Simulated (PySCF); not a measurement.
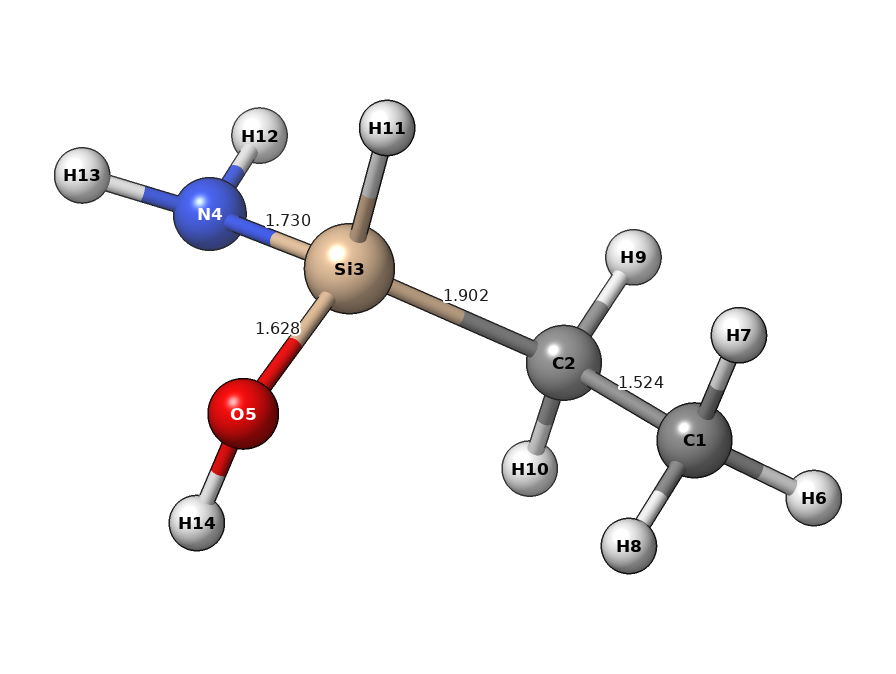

The numbers beside the sticks are distances in Å. Sticks don't show bond order. The geometry was computed by an optimisation with GFN2-xTB. No frequency run is at hand to confirm it as a minimum.

Q: Assign a bond order to each marked bond.

A: C1–C2 single; C2–Si3 single; Si3–N4 single; Si3–O5 single.

Q: Write the SMILES.

A: CC[Si@@H](N)O
